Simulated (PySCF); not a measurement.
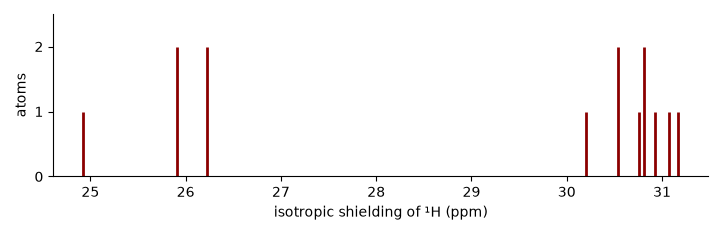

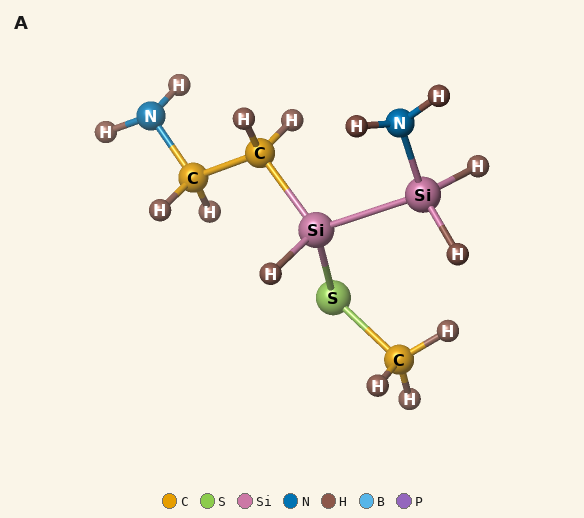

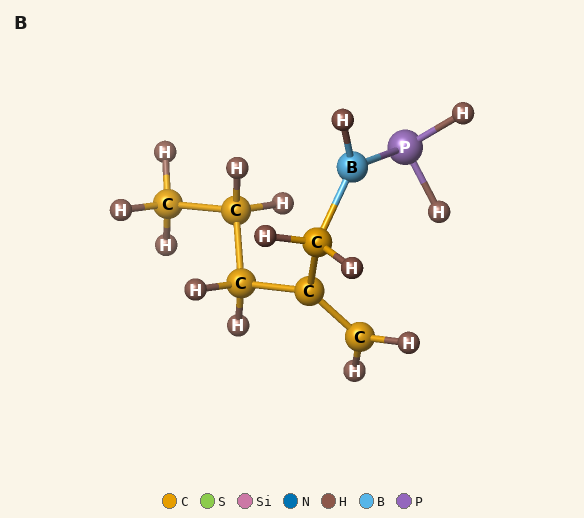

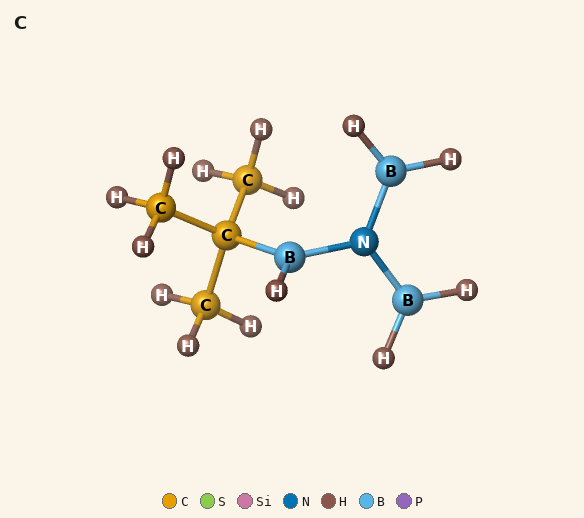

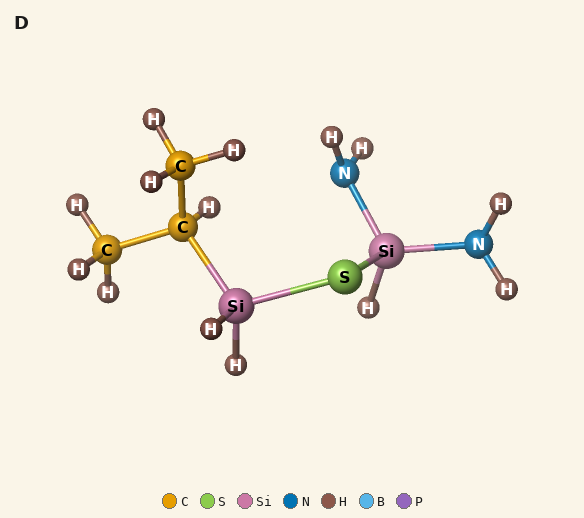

The sticks are computed shieldings of one of the molecules, for one fixed geometry (GFN2-xTB) without averaging over rotations. Low shielding means a high chemical shift. Method: GIAO PBE0/pcSseg-1 NMR shielding, non-relativistic, gas phase (PySCF 2.14.0).

Question: Match the spectrum to a structure.

Answer: C, `BN(B)BC(C)(C)C`. Its 14 H atoms give lines at 24.92, 25.91 (2 atoms), 26.23 (2 atoms), 30.20, 30.54 (2 atoms), 30.76, 30.81 (2 atoms), 30.92, 31.08, 31.17 ppm.

The geometry is semi-empirical. Around B, P, Si such bond lengths and angles can be off by a tenth of an ångström or more and by several degrees, and values that hang on the shape move with them.
